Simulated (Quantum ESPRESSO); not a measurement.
# Dipole at the next field: In2Se2, 1 layer

**Set-up.** Quantum ESPRESSO 7.5, PBE, GBRV ultrasoft; sawtooth field along the normal with dipole correction, ions clamped, threshold 1e-9 Ry; cell area 14.462 Å².

```tsv
field (V/Å)	dipole (e Å a cell)
0	0.00000
0.1	0.05817
0.2	0.11640
```

One more run was made and is withheld. What is the dipole at 0.4 V/Å, and what electrostatic thickness 4πα/A follows from the rows?

**Fit.** The slope is (0.11640 − (0.00000))/0.2 = 0.5820 e Å²/V, so 4πα/A = 180.95 × 0.5820/14.462 = 7.28 Å. Linear response gives p = 0.00000 + 0.5820 × (0.4) = 0.23280 e Å; a parabola through the three rows gives 0.23304.

**The withheld run.** p = 0.23291 e Å. The line misses by 0.0 % of the induced dipole and the parabola by 0.1 %. The response is linear over this range.

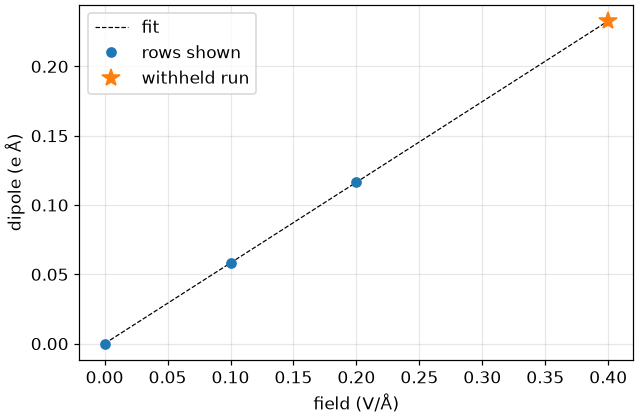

The rows shown, the fit and the withheld run.

Caveats: Electrons alone respond; local and semilocal functionals tend to overscreen.

[Logs are printed without paths, hosts, clocks, repeated set-up lines and the standing remarks that a program may print on its own settings, such as how far it seeks lower states.]
